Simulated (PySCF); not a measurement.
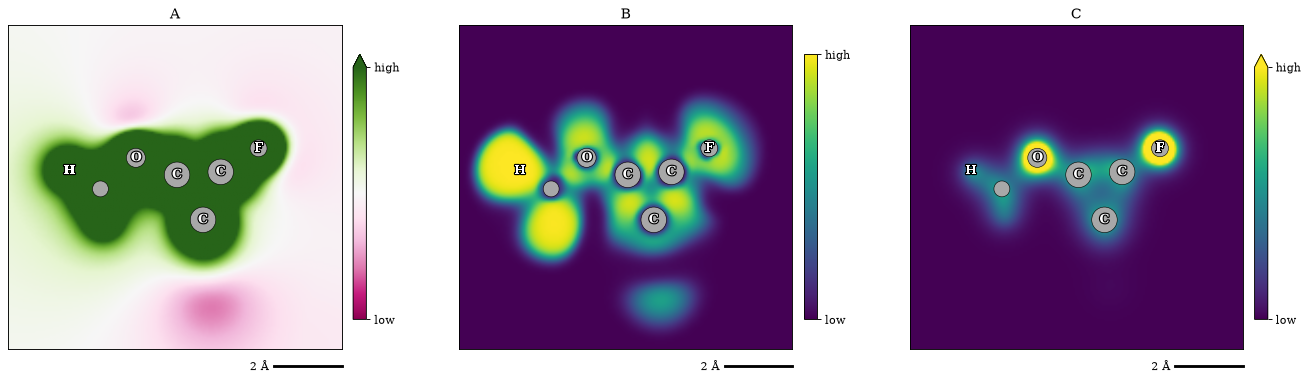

C5H5FO3 (SMILES COC1=C(F)[C@H]1C(=O)O): 3 fields on the plane of atoms O2, C3 and C6, with unlabelled colour scales. Grey discs cover the atomic cores.

Geometry: GFN2-xTB.

All numbers below come from PBE0/def2-SVPD, SCF density, gas phase (PySCF 2.14.0).

Q: Which field does each panel show? The fields are: electron density, electron localisation function and electrostatic potential.

A: Panel A: electrostatic potential (strongly positive close to the atoms, with negative regions outside electron-rich atoms). Panel B: electron localisation function. Panel C: electron density. From the grid: C–C (1.29 Å): the density is about 2.2 e/Å³ at the midpoint; the ELF peaks at about 0.85 between the atoms (a short, multiple covalent bond). C–F (1.32 Å): ρ at the midpoint is about 2.4 e/Å³; the ELF peaks at about 0.85 between the atoms (a polar covalent bond).
